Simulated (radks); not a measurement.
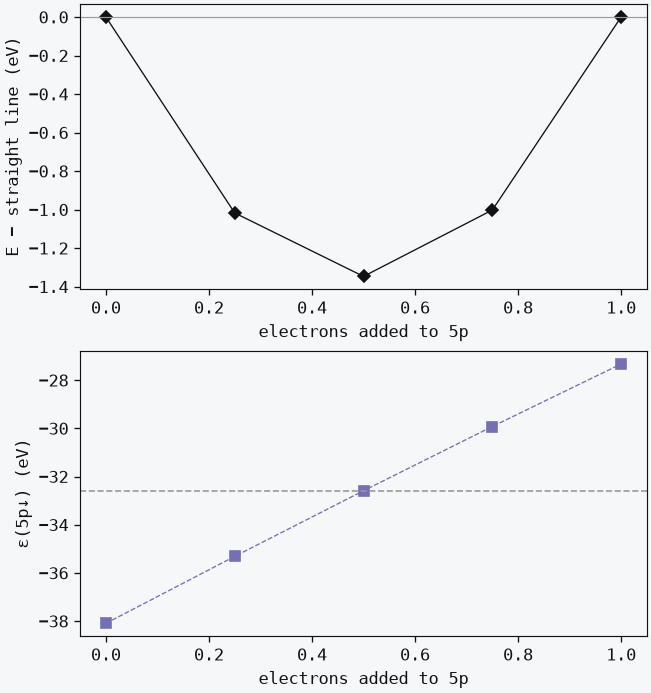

Method: scalar-relativistic Kohn-Sham, BLYP, spin-polarised, spherical densities, finite nucleus; computed with the in-house radial solver radks. The occupation of the 5p shell is varied from Pm²⁺ ([Kr] 4d10 4f5 5s2 5p5 6s1 (high spin)) to Pm⁺ ([Xe] 4f5 6s1 (high spin)), with spherical fractional occupations. The plot shows the total energy less the straight line between the end points, and the eigenvalue of 5p↓ (the dashed line is minus the energy to take the whole electron out).

### Is the energy convex or concave in the occupation, and by how much?

The curve is convex (below the straight line), with the largest deviation among the points computed, −1.35 eV, at 0.5. The end points differ by 32.6 eV, the energy to take the electron out. The eigenvalue, which is the slope of the energy (Janak's theorem), moves from −38.1 eV at 0 to −27.3 eV at 1; for a straight line it would stay constant, and a parabola would sag by an eighth of this change, scaled to a whole electron, 1.35 eV. Convexity is the mark of the delocalisation error, which puts fractional charges too low; for p, d and f shells the spherical spreading of the fraction adds to it. The shell lies under occupied ones, so the straight line is a guide here rather than an exact condition.
